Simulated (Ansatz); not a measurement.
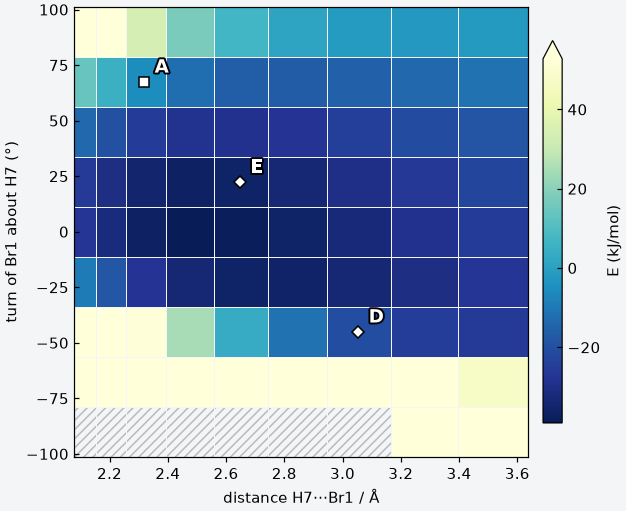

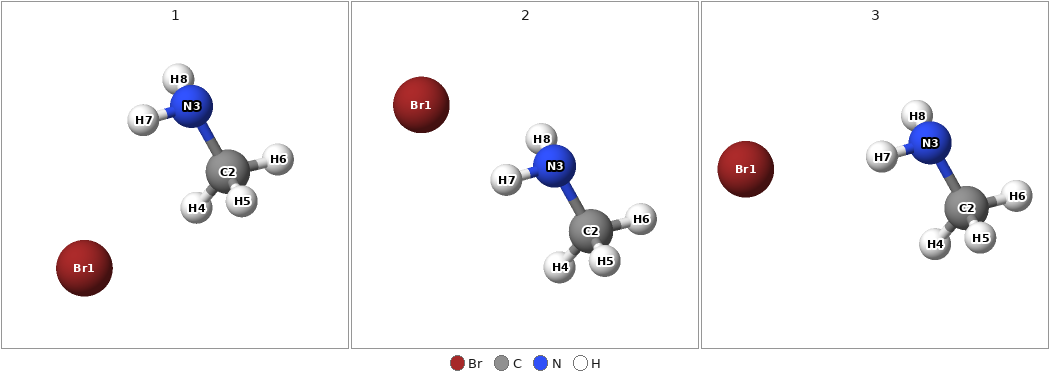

The pair Br···CH₅N, charge −1. The turn is about an axis along (−0.39, −0.79, 0.47) in the frame of the relaxed pair, normal to the line between the partners. The first coordinate is: distance H7···Br1; the second: turn of Br1 about H7. The scan uses a 9 × 9 grid. At 7 points there is no value (left out of the scan, as a rule where atoms come close). Points are written as (first, second). Energies are in kJ/mol, from the ion and the molecule far apart, frozen as in the relaxed pair, each in its own basis (no counterpoise correction). The calculation used RKS PBE0-D4/def2-TZVPD in Ansatz.

The picture shows one coloured cell a grid point, one colour for all values above the top of the scale, hatched blanks where no value was computed, lettered points. The numbered pictures are the structures at these points, in random order.

**Which structure belongs to which point?**

A is structure 2: (2.318 Å, 67.5°), −5 kJ/mol; D is structure 1: (3.053 Å, −45.0°), −21 kJ/mol; E is structure 3: (2.648 Å, 22.5°), −36 kJ/mol.
